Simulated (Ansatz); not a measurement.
# [BH2F2]− (SMILES F[BH2-]F) at 6 levels

Wanted: a comparison of 6 runs (HF/STO-3G, B3LYP/STO-3G, HSE06/STO-3G, PBE/STO-3G, r2SCAN0/STO-3G, CCSD/STO-3G) of [BH2F2]−. 

Program for the calculation: Ansatz 0.2.0.

2 further runs of the same task are left out: 1 that didn't finish, 1 set aside as unsound or not needed.

### Step 1. Starting point

[BH2F2]−: 5 atoms, total charge -1, spin state singlet. SMILES: `F[BH2-]F`. The H4–B2 distance was set to 3.064 Å, away from the relaxed value. At this shape a bond of the SMILES string is far longer than usual.

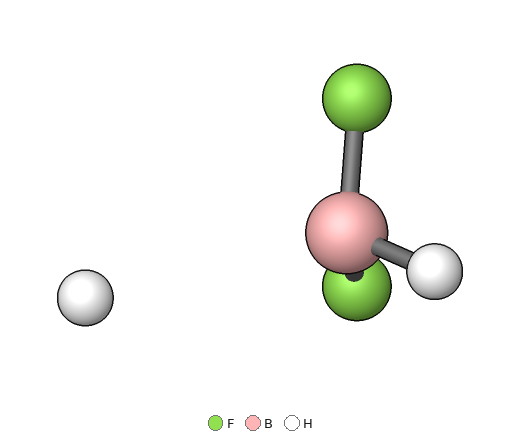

Viewed from a chosen angle; fluorine green, boron pink, hydrogen white.

### Step 2. The energy at HF/STO-3G (run 1)

The input, run.yaml:

```yaml
crystal:
  periodic: [false, false, false]
  atoms:
    - {symbol: F, position_ang: [-0.868747, 1.486049, 1.977486]}
    - {symbol: B, position_ang: [0.341753, 0.875819, 1.538216]}
    - {symbol: F, position_ang: [0.715803, -0.085781, 2.520976]}
    - {symbol: H, position_ang: [-0.171950, -0.560090, -1.118950]}
    - {symbol: H, position_ang: [1.216033, 1.730199, 1.459496]}
basis:
  gaussian:
    orbitals: STO-3G
total_charge: -1
hamiltonian:
  xc: hf
accuracy: high
```

The run is started by

```bash
$ ansatz run run.yaml --threads 1 --pin off --max-ram 2610MiB --events-out events.jsonl --progress --plain --runs-dir runs
```

Standard output:

```text
Warning: RAYON_NUM_THREADS=1 ignored (pool sized by the plan → 1); use --threads N
Functional definition: HF
  name "HF"
  exchange = exact_x
  correlation = 0
297 factors; integrals over basis functions are off by at most 3.2e-8 eV
mean field evaluation 1: about -6018.4618 eV, gradient 2.1e1 eV
mean field evaluation 2: about -6018.5244 eV, gradient 2.1e1 eV
mean field evaluation 4: about -6021.3811 eV, gradient 2.1e0 eV
mean field evaluation 8: about -6021.4120 eV, gradient 3.2e-4 eV
mean field -6021.41198938 eV, -221.2828091502 hartree, gradient 1.2e-8 eV, S^2 0.000000; 0 other end points of the search recorded, 0 dependent functions left out
reference -6021.41198938 eV, -221.2828091502 hartree; 13, 13 occupied and 4, 4 virtual orbitals, 297 factors
Total energy: -6021.41198938 eV, -221.2828091502 hartree
```

Wall time 0.08 s (1 thread of Arm Neoverse V1, shared host).

### Step 3. A single-point energy at B3LYP/STO-3G (run 2)

The input, job.yaml:

```yaml
crystal:
  periodic: [false, false, false]
  atoms:
    - {symbol: F, position_ang: [-0.868747, 1.486049, 1.977486]}
    - {symbol: B, position_ang: [0.341753, 0.875819, 1.538216]}
    - {symbol: F, position_ang: [0.715803, -0.085781, 2.520976]}
    - {symbol: H, position_ang: [-0.171950, -0.560090, -1.118950]}
    - {symbol: H, position_ang: [1.216033, 1.730199, 1.459496]}
basis:
  gaussian: {orbitals: STO-3G}
total_charge: -1
hamiltonian: {xc: {name: B3LYP}}
accuracy: high
```

The run is started by

```bash
$ ansatz run job.yaml --threads 1 --pin off --max-ram 2610MiB --events-out events.jsonl --progress --plain --runs-dir runs
```

Standard output:

```text
Warning: RAYON_NUM_THREADS=1 ignored (pool sized by the plan → 1); use --threads N
Functional definition: B3LYP
  name "B3LYP"
  parameter a0 = 0.2
  parameter ax = 0.72
  parameter ac = 0.81
  exchange = (1 - a0 - ax)*slater_x + ax*b88_x + a0*exact_x
  correlation = (1 - ac)*vwn_rpa_c + ac*lyp_c
297 factors; integrals over basis functions are off by at most 3.2e-8 eV
mean field evaluation 1: about -6044.5858 eV, gradient 2.0e1 eV
mean field evaluation 2: about -6025.5091 eV, gradient 2.1e1 eV
mean field evaluation 4: about -6046.7828 eV, gradient 9.7e0 eV
mean field evaluation 8: about -6048.7586 eV, gradient 1.5e0 eV
mean field evaluation 16: about -6048.7473 eV, gradient 1.9e-3 eV
mean field -6048.74732691 eV, -222.2873642759 hartree, gradient 8.9e-9 eV, S^2 0.000000; 0 other end points of the search recorded, 0 dependent functions left out
reference -6048.74735266 eV, -222.2873652219 hartree; 13, 13 occupied and 4, 4 virtual orbitals, 297 factors
Total energy: -6048.74735266 eV, -222.2873652219 hartree
```

Wall time 1 s (1 thread of Arm Neoverse V1, shared host); peak memory 0.091 GiB.

Runs 3 to 5 aren't shown in full; the table further down has their settings and results.

### Step 4. A single-point energy at CCSD/STO-3G (run 6)

Changes to run.yaml since step 2:

```diff
@@ -1 +1,3 @@
+basis:
+  gaussian: {orbitals: STO-3G}
 crystal:
@@ -8,8 +10,5 @@
     - {symbol: H, position_ang: [1.216033, 1.730199, 1.459496]}
-basis:
-  gaussian:
-    orbitals: STO-3G
 total_charge: -1
-hamiltonian:
-  xc: hf
+correlation: {method: ccsd, frozen_orbitals: {B: 1, F: 1, H: 0}}
+scf: {omitted_lower_state_checks: [cluster_reference, increment]}
 accuracy: high
```

The run is started by

```bash
$ ansatz run run.yaml --threads 1 --pin off --max-ram 2610MiB --events-out events.jsonl --progress --plain --runs-dir runs
```

Standard output, shortened:

```text
Warning: RAYON_NUM_THREADS=1 ignored (pool sized by the plan → 1); use --threads N
Functional definition: HF
  name "HF"
[...]
297 factors; integrals over basis functions are off by at most 3.2e-8 eV
[...]
mean field -6021.41198938 eV, -221.2828091502 hartree, gradient 1.2e-8 eV, S^2 0.000000; 0 other end points of the search recorded, 0 dependent functions left out; unrestricted orbitals would lower it
3 core orbitals not correlated: weight in the atoms' cores, before any rotation towards them, 1.000 or more for the frozen orbitals, at most 0.000 for the correlated occupied ones
reference -6021.41198938 eV, -221.2828091502 hartree; 10, 10 occupied and 4, 4 virtual orbitals, 297 factors
second order -3.00174576 eV of doubles, -0.00000000 eV of singles
cycle   1  -2.92178257 eV  change   -4.2e-1 eV  update   1.5e-1
[...]
cycle  27  -4.00635031 eV  change  -9.9e-10 eV  update  2.3e-10
WARN: these amplitudes may be one of several solutions (largest doubles amplitude 0.61, level shift 3.37 eV)
Total energy: -6025.41833969 eV, -221.4300398085 hartree
Checks for a lower state left out: cluster_reference, increment
```

Run time: 0.14 s. Hardware: 1 thread of Arm Neoverse V1, shared host.

### Step 5. Overview of the runs

```csv
run,level,frozen core orbitals,energy (Eh),wall time
1,HF/STO-3G,–,-221.282809,0.08 s
2,B3LYP/STO-3G,–,-222.287365,1 s
3,HSE06/STO-3G,–,-222.078675,1.4 s
4,PBE/STO-3G,–,-222.067679,0.99 s
5,r2SCAN0/STO-3G,–,-222.202598,2.5 s
6,CCSD/STO-3G,3,-221.430040,0.14 s
```

### Step 6. What came out

| quantity | value |
| --- | --- |
| run 6: total energy | -221.43004 Eh |
| run 6: correlation energy (3 core orbitals frozen) | -147.2 mEh |
| run 6: T1 diagnostic | 0.086 |

Totals of different functionals can't be ranked against each other. In run 6 the T1 diagnostic is large, so a single reference may not serve. In run 6 the log says that unrestricted orbitals would lower the reference, so the values rest on an unstable closed-shell determinant (other closed-shell runs at this shape may share the fault). In runs 1, 2, 3, 4, 5, 6 the basis is minimal, so the values are rough. All runs together took 6.1 s, the longest 2.5 s.
